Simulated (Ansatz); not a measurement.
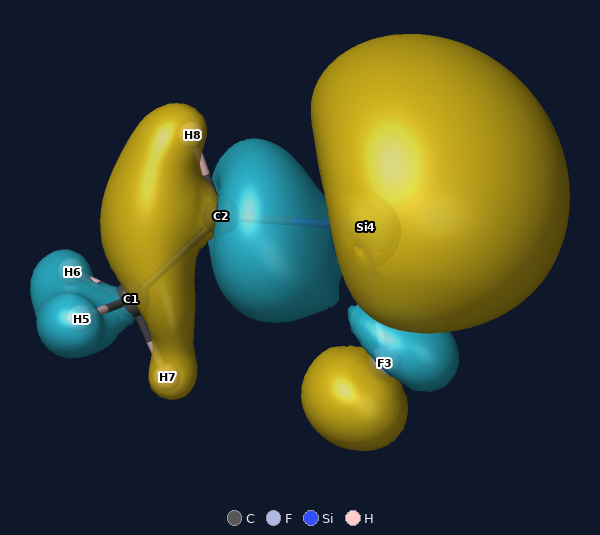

C$_{2}$H$_{4}$FSi (SMILES C/C=[Si-]\F) (charge −1). The HOMO−1 at ±0.06 Å⁻³ᐟ² (yellow and cyan are the two phases), seen at a tilt.

Geometry: BLYP-D3(BJ)/def2-SVPD.

These are results of isolated molecule in a Gaussian basis; Kohn-Sham density functional theory, functional PBE0 (Ansatz 0.2.0), not measurements.

Input

```
crystal:
  periodic: [false, false, false]
  atoms:
    - {symbol: C, position_ang: [0.685749, -1.828802, -1.266709]}
    - {symbol: C, position_ang: [-0.013961, -1.683867, 0.072621]}
    - {symbol: F, position_ang: [-2.291442, -3.003897, -0.840048]}
    - {symbol: Si, position_ang: [-1.625471, -2.217424, 0.605212]}
    - {symbol: H, position_ang: [0.955398, -0.848352, -1.734908]}
    - {symbol: H, position_ang: [1.644491, -2.403619, -1.206613]}
    - {symbol: H, position_ang: [0.035706, -2.362404, -1.989652]}
    - {symbol: H, position_ang: [0.576008, -1.157166, 0.852728]}
basis:
  gaussian:
    orbitals: def2-TZVPD
total_charge: -1
hamiltonian:
  xc: {name: PBE0}
output: {forces: true, orbitals: {seedname: orbitals}}
```

Launched as:

```sh
ansatz run input.yaml --threads 2 --pin off --max-ram 4350MiB --events-out events.jsonl --progress --plain --runs-dir runs
```

> Where does this orbital lie, and at what energy?

It lies mainly on Si4 (about 75 %), C2 (about 15 %) and F3 (about 5 %). Its energy is −0.98 eV.
